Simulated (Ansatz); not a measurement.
**Geometry relaxation of GeAsNH8**

GeAsNH8, computed with RKS PBE0-D4/def2-SVP (Ansatz 0.2.0).

The input holds or restrains some coordinates. Forces given for the steps count only the free coordinates.

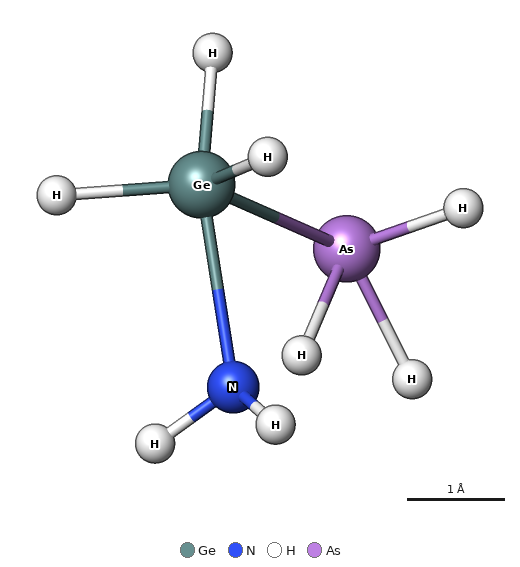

The starting structure (ball-and-stick view, seen at a tilt). Sticks mark near contacts. Bond lengths as drawn: As–Ge 2.82 Å, As–H 1.51 to 1.78 Å, Ge–H 1.51 to 1.56 Å, Ge–N 2.13 Å and H–N 1.02 Å.

### Key numbers

- outcome: converged under the restraints of the input
- total energy: −118945.8486 eV
- mean-field energy: −118945.6559 eV
- dispersion energy: −0.1927 eV
- SCF solution under orbital rotations: stable
- largest force (length of the vector) at the end, held atoms and coordinates included: 2.066 eV/Å
- dipole moment: 3.94 D
- hardware: 8 threads of Arm Neoverse V1, 23 GiB of memory available, shared host
- wall time: 23 s (CPU time 2.4 min)
- peak memory: 0.33 GiB

### Input
```yaml
crystal:
  periodic: [false, false, false]
  atoms:
    - {symbol: Ge, position_ang: [-1.107300, -0.338400, 0.493500]}
    - {symbol: N, position_ang: [0.987500, -0.366500, 0.863100]}
    - {symbol: H, position_ang: [-1.367800, 0.701400, 1.561800]}
    - {symbol: H, position_ang: [-1.335200, -1.731300, 1.049700]}
    - {symbol: H, position_ang: [-2.342300, -0.170100, -0.437600]}
    - {symbol: H, position_ang: [0.922400, 0.077800, -0.436500]}
    - {symbol: As, position_ang: [0.070500, 0.386800, -1.963700]}
    - {symbol: H, position_ang: [1.378900, 0.191900, 1.617900]}
    - {symbol: H, position_ang: [1.403700, -1.289800, 0.945700]}
    - {symbol: H, position_ang: [-0.159800, 1.812400, -1.536900]}
    - {symbol: H, position_ang: [1.549400, 0.725700, -2.157000]}
basis:
  gaussian: {orbitals: def2-SVP}
hamiltonian: {xc: pbe0, dispersion: d4}
relax: {f_tol: 0.04, max_steps: 150, escape_saddle: false, constraints: [{distance: [0, 6]}, {distance: [1, 5]}, {distance: [0, 1]}, {distance: [5, 6]}]}
```

Run as:
```bash
ansatz run in.yaml --threads 8 --pin off --events-out ev --progress --plain --max-ram 19148MiB
```

### Output
```
Functional definition: PBE0
  name "PBE0"
  cite "Adamo & Barone, J. Chem. Phys. 110, 6158 (1999) doi:10.1063/1.478522"
  cite "Perdew, Burke & Ernzerhof, Phys. Rev. Lett. 77, 3865 (1996) doi:10.1103/PhysRevLett.77.3865"
  parent pbe
  parameter a = 0.25
  parameter kappa = 0.804
  parameter beta = 0.06672455060314922
  exchange = (1 - a)*pbe_x(kappa = kappa, mu = beta*pi^2/3) + a*exact_x
  correlation = pbe_c(beta = beta)
1277 factors; integrals over basis functions are off by at most 3.5e-4 eV
mean field evaluation 1: about -118940.6736 eV, gradient 4.8e1 eV
mean field evaluation 2: about -118929.2489 eV, gradient 8.1e1 eV
mean field evaluation 4: about -118945.0996 eV, gradient 3.2e0 eV
mean field evaluation 8: about -118945.1330 eV, gradient 4.1e-2 eV
mean field evaluation 16: about -118945.1331 eV, gradient 1.2e-5 eV
mean field -118945.13305416 eV, -4371.1530158334 hartree, gradient 1.2e-5 eV, S^2 0.000000; 0 other end points of the search recorded, 0 dependent functions left out
the calculation of the forces begins
reference -118945.13308239 eV, -4371.1530168710 hartree; 40, 40 occupied and 78, 78 virtual orbitals, 1277 factors
relax step   1: F+E_penalty+E_count = -118945.32668903 eV  Δ(F+E_penalty+E_count) = +0.000e0 eV  max|allowed force component| = 5.293e-1 eV/Å  Δτ_max = 0.0000 Å  (26 SCF iters, accepted)
  distance Ge 0 - As 6 held at 2.819745 Å   reaction = -4.4033e-1 eV/Å
  distance N 1 - H 5 held at 1.374991 Å   reaction = +1.5945e0 eV/Å
  distance Ge 0 - N 1 held at 2.127341 Å   reaction = +6.0827e-1 eV/Å
  distance H 5 - As 6 held at 1.775825 Å   reaction = -7.5060e-1 eV/Å
these checks for a lower state are left out or cut short: starts, cluster_reference, orbital_swaps, neighbouring_geometries, increment
1277 factors; integrals over basis functions are off by at most 3.5e-4 eV
mean field -118945.23128435 eV, -4371.1566257263 hartree, gradient 5.2e-6 eV, S^2 0.000000; 0 other end points of the search recorded, 0 dependent functions left out
[... from here on the field's lines of each further geometry are left out, up to the last ...]
relax step   2: F+E_penalty+E_count = -118945.42563314 eV  Δ(F+E_penalty+E_count) = -9.894e-2 eV  max|allowed force component| = 2.839e-1 eV/Å  Δτ_max = 0.1957 Å  (29 SCF iters, accepted)
relax step   3: F+E_penalty+E_count = -118945.44576904 eV  Δ(F+E_penalty+E_count) = -2.014e-2 eV  max|allowed force component| = 1.663e-1 eV/Å  Δτ_max = 0.0522 Å  (27 SCF iters, accepted)
relax step   4: F+E_penalty+E_count = -118945.47369762 eV  Δ(F+E_penalty+E_count) = -2.793e-2 eV  max|allowed force component| = 2.448e-1 eV/Å  Δτ_max = 0.1541 Å  (29 SCF iters, accepted)
relax step   5: F+E_penalty+E_count = -118945.48335208 eV  Δ(F+E_penalty+E_count) = -9.654e-3 eV  max|allowed force component| = 1.941e-1 eV/Å  Δτ_max = 0.1868 Å  (30 SCF iters, accepted)
relax step   6: F+E_penalty+E_count = -118945.49090484 eV  Δ(F+E_penalty+E_count) = -7.553e-3 eV  max|allowed force component| = 3.065e-1 eV/Å  Δτ_max = 0.2000 Å  (28 SCF iters, accepted)
relax step   7: F+E_penalty+E_count = -118945.53946828 eV  Δ(F+E_penalty+E_count) = -4.856e-2 eV  max|allowed force component| = 2.192e-1 eV/Å  Δτ_max = 0.2000 Å  (27 SCF iters, accepted)
relax step   8: F+E_penalty+E_count = -118945.59088781 eV  Δ(F+E_penalty+E_count) = -5.142e-2 eV  max|allowed force component| = 4.232e-1 eV/Å  Δτ_max = 0.1984 Å  (29 SCF iters, accepted)
relax step   9: F+E_penalty+E_count = -118945.65572006 eV  Δ(F+E_penalty+E_count) = -6.483e-2 eV  max|allowed force component| = 4.965e-1 eV/Å  Δτ_max = 0.1968 Å  (29 SCF iters, accepted)
relax step  10: F+E_penalty+E_count = -118945.73322097 eV  Δ(F+E_penalty+E_count) = -7.750e-2 eV  max|allowed force component| = 4.347e-1 eV/Å  Δτ_max = 0.1957 Å  (29 SCF iters, accepted)
relax step  11: F+E_penalty+E_count = -118945.81211583 eV  Δ(F+E_penalty+E_count) = -7.889e-2 eV  max|allowed force component| = 1.980e-1 eV/Å  Δτ_max = 0.2000 Å  (29 SCF iters, accepted)
relax step  12: F+E_penalty+E_count = -118945.84103284 eV  Δ(F+E_penalty+E_count) = -2.892e-2 eV  max|allowed force component| = 1.830e-1 eV/Å  Δτ_max = 0.1997 Å  (27 SCF iters, accepted)
relax step  13: F+E_penalty+E_count = -118945.75676753 eV  Δ(F+E_penalty+E_count) = +8.427e-2 eV  max|allowed force component| = 6.584e-1 eV/Å  Δτ_max = 0.1448 Å  (28 SCF iters, rejected (line search))
relax step  14: F+E_penalty+E_count = -118945.84710340 eV  Δ(F+E_penalty+E_count) = -6.071e-3 eV  max|allowed force component| = 4.737e-2 eV/Å  Δτ_max = 0.0722 Å  (25 SCF iters, accepted)
relax step  15: F+E_penalty+E_count = -118945.84826283 eV  Δ(F+E_penalty+E_count) = -1.159e-3 eV  max|allowed force component| = 4.763e-2 eV/Å  Δτ_max = 0.0223 Å  (25 SCF iters, accepted)
the calculation of the forces begins
reference -118945.65586131 eV, -4371.1722286420 hartree; 40, 40 occupied and 78, 78 virtual orbitals, 1277 factors
relax step  16: F+E_penalty+E_count = -118945.84852221 eV  Δ(F+E_penalty+E_count) = -2.594e-4 eV  max|allowed force component| = 1.403e-2 eV/Å  Δτ_max = 0.0310 Å  (25 SCF iters, accepted)
  distance Ge 0 - As 6 held at 2.819745 Å   reaction = -1.2934e0 eV/Å
  distance N 1 - H 5 held at 1.374991 Å   reaction = -1.7321e-1 eV/Å
  distance Ge 0 - N 1 held at 2.127341 Å   reaction = +2.0005e0 eV/Å
  distance H 5 - As 6 held at 1.775825 Å   reaction = -2.2503e-2 eV/Å
1277 factors; integrals over basis functions are off by at most 3.8e-4 eV
mean field evaluation 128: about -118945.6558 eV, gradient 1.9e-4 eV
```

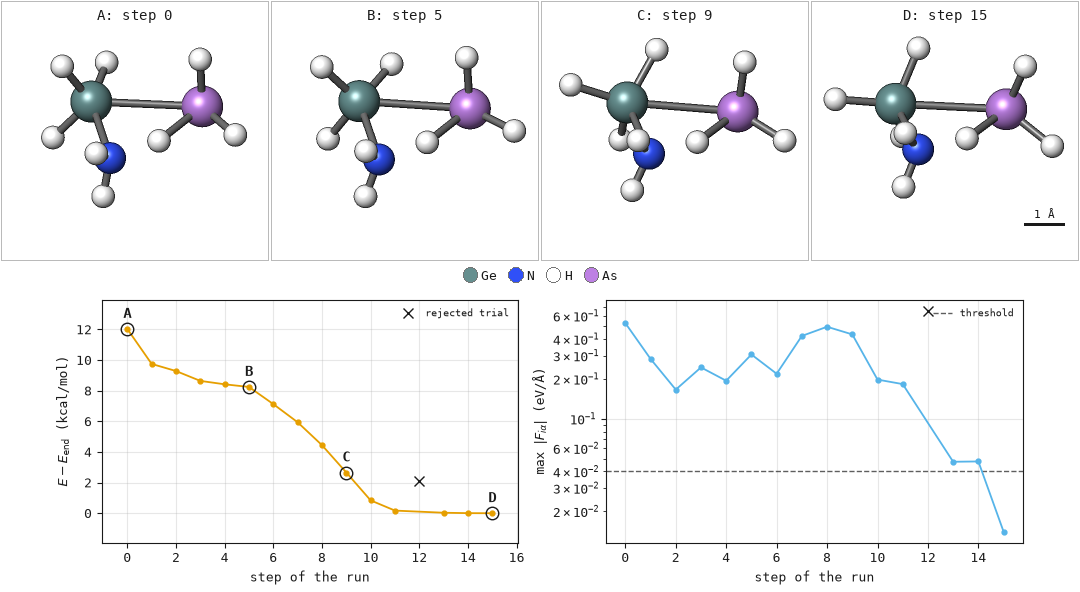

Frames of the restrained relaxation (ball-and-stick view, seen at a tilt) above the curves, on which the letters mark them (the first geometry is step 0 here and step 1 in the log).

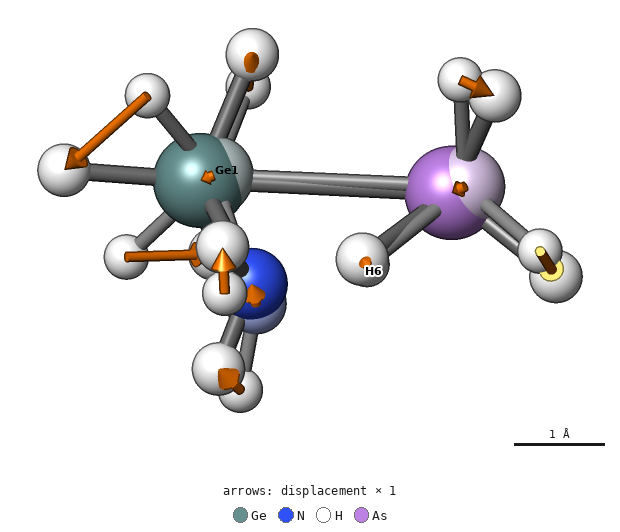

Start (faint) and end (solid) with the displacements as orange arrows, at true length (ball-and-stick view, seen at a tilt). The two geometries are laid on each other by the best rigid fit. The largest move after the best rigid fit is that of H3, 1.41 Å. Largest moves by element: H 1.41 Å, N 0.32 Å, As 0.19 Å, Ge 0.16 Å. Distances before and after: Ge1–H3 1.513 → 1.559 Å, Ge1–H5 1.556 → 1.528 Å, As7–H10 1.506 → 1.524 Å, Ge1–H4 1.517 → 1.525 Å. Among the angles that change: H3–Ge1–As7 120.7° → 170.9°, H4–Ge1–As7 128.2° → 80.6°, N2–Ge1–H5 152.5° → 110.0°. The energy falls by 12.0 kcal/mol in 15 geometry steps. Largest force component: 0.53 eV/Å at the start, 0.014 eV/Å at the end. The line search rejected the trial step at point 12 (counted from 0) and went back. (Atoms are counted from 1 in the order of the input.)

```
mean field -118945.65583301 eV, -4371.1722276018 hartree, gradient 5.3e-5 eV, S^2 0.000000; 1 other end points of the search recorded, 0 dependent functions left out
the calculation of the forces begins
reference -118945.65586131 eV, -4371.1722286420 hartree; 40, 40 occupied and 78, 78 virtual orbitals, 1277 factors
Total energy: -118945.84855051 eV, -4371.1793098395 hartree
Atom 0 at    -1.110120    -0.367694     0.661493 Å, force     1.454702     0.018767     1.466639 eV/Å
Atom 1 at     0.971998    -0.080326     0.989795 Å, force    -1.950938    -0.311049    -0.139435 eV/Å
Atom 2 at    -1.568770    -0.495118     2.145838 Å, force     0.000027    -0.001764     0.004144 eV/Å
Atom 3 at    -1.346472    -1.713916    -0.014874 Å, force     0.000500     0.001032    -0.002643 eV/Å
Atom 4 at    -1.733844     0.913470     0.110695 Å, force     0.000208     0.001512     0.000428 eV/Å
Atom 5 at     0.917300     0.132259    -0.367561 Å, force     0.002225     0.034547    -0.149919 eV/Å
Atom 6 at    -0.016708     0.191495    -1.876757 Å, force     0.497021     0.251356    -1.188212 eV/Å
Atom 7 at     1.154204     0.675667     1.656227 Å, force     0.001524     0.003157     0.003570 eV/Å
Atom 8 at     1.410313    -0.933984     1.348114 Å, force     0.000429     0.008563    -0.002475 eV/Å
Atom 9 at     0.086627     1.711337    -1.933057 Å, force    -0.002546    -0.001535     0.009625 eV/Å
Atom 10 at     1.235472    -0.033290    -2.719914 Å, force    -0.003152    -0.004586    -0.001721 eV/Å
Dipole moment:     0.147605    -0.105402     0.800341 e Å
```

### Trajectory as extended XYZ (Å, eV, eV/Å), 10 of the 16 frames kept, from step=1 to step=16
```
11
Properties=species:S:1:pos:R:3:forces:R:3 step=1 energy=-118945.32669
Ge   -1.1073   -0.3384    0.4935    0.4490  -0.1102   0.5269
N     0.9875   -0.3665    0.8631   -0.6077   0.4591  -1.7667
H    -1.3678    0.7014    1.5618   -0.0193   0.4450   0.4074
H    -1.3352   -1.7313    1.0497    0.0002  -0.5293   0.1472
H    -2.3423   -0.1701   -0.4376    0.2642   0.1191  -0.4508
H     0.9224    0.0778   -0.4365    0.3854  -0.5682   2.0529
As    0.0705    0.3868   -1.9637   -0.3079  -0.0217  -1.1528
H     1.3789    0.1919    1.6179   -0.0614   0.3604   0.2111
H     1.4037   -1.2898    0.9457    0.0006  -0.4023  -0.0769
H    -0.1598    1.8124   -1.5369   -0.2551   0.3669   0.1019
H     1.5494    0.7257   -2.1570    0.1521  -0.1189  -0.0001
11
Properties=species:S:1:pos:R:3:forces:R:3 step=3 energy=-118945.44577
Ge   -1.0932   -0.3319    0.5320    0.4955  -0.1960   0.7137
N     1.0069   -0.3808    0.8677   -0.8977   0.3575  -1.1781
H    -1.3566    0.7417    1.6081   -0.0205  -0.0069   0.0191
H    -1.3313   -1.7682    1.0485   -0.0531   0.0123  -0.0120
H    -2.1822   -0.1129   -0.5678    0.1663   0.0138   0.1140
H     0.8889    0.0693   -0.4261    0.3251  -0.4934   1.5533
As    0.0352    0.3826   -1.9514    0.1944   0.2182  -1.0300
H     1.3659    0.2009    1.6312   -0.0510   0.0352  -0.0498
H     1.3975   -1.3220    0.9660   -0.0504  -0.0019  -0.0269
H    -0.2568    1.8209   -1.5281   -0.0414  -0.0131  -0.0029
H     1.5258    0.7003   -2.1800   -0.0671   0.0743  -0.1004
11
Properties=species:S:1:pos:R:3:forces:R:3 step=4 energy=-118945.47370
Ge   -1.0765   -0.3233    0.5435    0.6679  -0.3411   1.3141
N     1.0208   -0.3997    0.8913   -1.1420   0.2667  -0.9282
H    -1.3663    0.7382    1.6362    0.0163  -0.1003  -0.0617
H    -1.3695   -1.7674    1.0318    0.0055   0.1349  -0.0423
H    -2.0887   -0.0644   -0.5887    0.0017   0.0591  -0.1125
H     0.8836    0.0252   -0.4092    0.3560  -0.3191   1.0323
As    0.0588    0.3552   -1.9468    0.4544   0.4647  -1.1100
H     1.3591    0.2150    1.6416   -0.0421  -0.1271  -0.1213
H     1.3825   -1.3509    1.0283   -0.0596   0.1699   0.0214
H    -0.3111    1.7848   -1.5222   -0.0135  -0.1678  -0.0340
H     1.5073    0.7872   -2.3059   -0.2448  -0.0399   0.0421
11
Properties=species:S:1:pos:R:3:forces:R:3 step=6 energy=-118945.49090
Ge   -1.0778   -0.2866    0.5850    0.8925  -0.6434   1.2813
N     1.0233   -0.3832    0.9037   -1.3468   0.4393  -0.4792
H    -1.4699    0.6033    1.7856    0.0789   0.0090   0.0191
H    -1.3332   -1.7769    0.8924   -0.1061   0.0469  -0.0523
H    -1.9594    0.1119   -0.6069   -0.0983   0.0886   0.0815
H     0.9205    0.0245   -0.4054    0.1657  -0.3473   0.5469
As    0.0530    0.3055   -1.9292    0.6031   0.4486  -1.2084
H     1.3622    0.2521    1.6325    0.0003   0.0446  -0.0414
H     1.3524   -1.3275    1.1308   -0.0897   0.0190  -0.0855
H    -0.3077    1.7395   -1.5246   -0.0141  -0.0988  -0.0704
H     1.4366    0.7373   -2.4638   -0.0856  -0.0065   0.0084
11
Properties=species:S:1:pos:R:3:forces:R:3 step=8 energy=-118945.59089
Ge   -1.0798   -0.3015    0.5995    0.5955  -0.3217   1.3248
N     1.0212   -0.2902    0.9333   -1.3580   0.0917  -0.3014
H    -1.4975    0.2937    1.9975    0.0883  -0.2346  -0.2812
H    -1.3395   -1.8382    0.5451    0.0848   0.4232  -0.0284
H    -1.9711    0.4539   -0.4384    0.3169  -0.1171   0.3428
H     0.9540   -0.0085   -0.4108    0.0645  -0.1227   0.4613
As    0.0581    0.2236   -1.9265    0.4785   0.2857  -1.2646
H     1.3538    0.4192    1.6006   -0.1339  -0.0939  -0.1516
H     1.3384   -1.2109    1.2715   -0.0703   0.2028  -0.1227
H    -0.2584    1.6838   -1.6126    0.0481  -0.0238  -0.0384
H     1.4208    0.5750   -2.5592   -0.1144  -0.0895   0.0593
11
Properties=species:S:1:pos:R:3:forces:R:3 step=9 energy=-118945.65572
Ge   -1.0883   -0.3078    0.6070    0.6891  -0.3076   1.4841
N     1.0107   -0.2427    0.9464   -1.4534   0.0798  -0.2577
H    -1.5088    0.1146    2.0783    0.0699  -0.2135  -0.4472
H    -1.3278   -1.8367    0.4022    0.0675   0.4965  -0.0056
H    -1.9376    0.6003   -0.3422    0.3468  -0.1998   0.3747
H     0.9322    0.0138   -0.4021    0.1080  -0.0992   0.3219
As    0.0414    0.1889   -1.9284    0.4947   0.3696  -1.1979
H     1.3181    0.4840    1.6071   -0.1239  -0.1025  -0.1534
H     1.3535   -1.1490    1.2978   -0.1030   0.1908  -0.1236
H    -0.2016    1.6794   -1.6774    0.0268  -0.1027  -0.0440
H     1.4082    0.4551   -2.5886   -0.1227  -0.1114   0.0487
11
Properties=species:S:1:pos:R:3:forces:R:3 step=11 energy=-118945.81212
Ge   -1.0950   -0.3294    0.6442    1.1803  -0.1342   1.4767
N     0.9991   -0.1470    0.9710   -1.9119  -0.1258  -0.1147
H    -1.5829   -0.2473    2.1348    0.0838  -0.0657  -0.1914
H    -1.3264   -1.7593    0.1258    0.0173   0.1980   0.0610
H    -1.7728    0.8445   -0.0841    0.1364  -0.1021   0.1209
H     0.9270    0.0523   -0.3876    0.0197  -0.0003  -0.0719
As    0.0118    0.1361   -1.9071    0.5605   0.2969  -1.1778
H     1.2502    0.6059    1.6199   -0.0454  -0.0140  -0.0321
H     1.3681   -1.0267    1.3482    0.0115   0.0452  -0.0399
H    -0.1180    1.6540   -1.7955    0.0281  -0.0434  -0.0300
H     1.3390    0.2168   -2.6698   -0.0804  -0.0545  -0.0007
11
Properties=species:S:1:pos:R:3:forces:R:3 step=13 energy=-118945.75677 accepted=F
Ge   -1.0979   -0.3823    0.6617    1.1622   0.7399   1.5017
N     0.9733   -0.0326    0.9987   -1.9825  -0.5082  -0.3820
H    -1.5808   -0.4645    2.1402    0.0325  -0.0786   0.0180
H    -1.3634   -1.7257   -0.0051    0.1161  -0.0750   0.0203
H    -1.7171    0.8932    0.0861   -0.0496  -0.0572  -0.0152
H     0.9013    0.2251   -0.3500    0.1077  -0.3324  -0.1754
As    0.0042    0.1416   -1.8803    0.4730   0.3563  -1.1126
H     1.3120    0.6264    1.6991   -0.3540   0.2307   0.2733
H     1.2827   -0.9571    1.2896    0.5183  -0.2506  -0.1009
H    -0.0064    1.6641   -1.9519   -0.0399   0.0008  -0.0361
H     1.2922    0.0117   -2.6881    0.0163  -0.0256   0.0090
11
Properties=species:S:1:pos:R:3:forces:R:3 step=14 energy=-118945.84710
Ge   -1.1033   -0.3680    0.6586    1.4267  -0.0035   1.4430
N     0.9799   -0.0867    0.9852   -1.9975  -0.3116  -0.0652
H    -1.5659   -0.4759    2.1418   -0.0007  -0.0074   0.0262
H    -1.3528   -1.7209   -0.0041    0.0265   0.0306   0.0055
H    -1.7227    0.9062    0.0914   -0.0183   0.0276  -0.0003
H     0.9117    0.1106   -0.3739    0.0367   0.0396  -0.1909
As   -0.0188    0.1864   -1.8845    0.5095   0.2684  -1.1648
H     1.1591    0.6812    1.6404   -0.0033  -0.0233  -0.0358
H     1.3995   -0.9379    1.3719    0.0338   0.0197  -0.0259
H     0.0699    1.7103   -1.9041   -0.0023  -0.0378   0.0051
H     1.2433   -0.0054   -2.7227   -0.0111  -0.0021   0.0032
11
Properties=species:S:1:pos:R:3:forces:R:3 step=16 energy=-118945.84852
Ge   -1.1101   -0.3677    0.6615    1.4547   0.0188   1.4666
N     0.9720   -0.0803    0.9898   -1.9509  -0.3110  -0.1394
H    -1.5688   -0.4951    2.1458    0.0000  -0.0018   0.0041
H    -1.3465   -1.7139   -0.0149    0.0005   0.0010  -0.0026
H    -1.7338    0.9135    0.1107    0.0002   0.0015   0.0004
H     0.9173    0.1323   -0.3676    0.0022   0.0345  -0.1499
As   -0.0167    0.1915   -1.8768    0.4970   0.2514  -1.1882
H     1.1542    0.6757    1.6562    0.0015   0.0032   0.0036
H     1.4103   -0.9340    1.3481    0.0004   0.0086  -0.0025
H     0.0866    1.7113   -1.9331   -0.0025  -0.0015   0.0096
H     1.2355   -0.0333   -2.7199   -0.0032  -0.0046  -0.0017
```
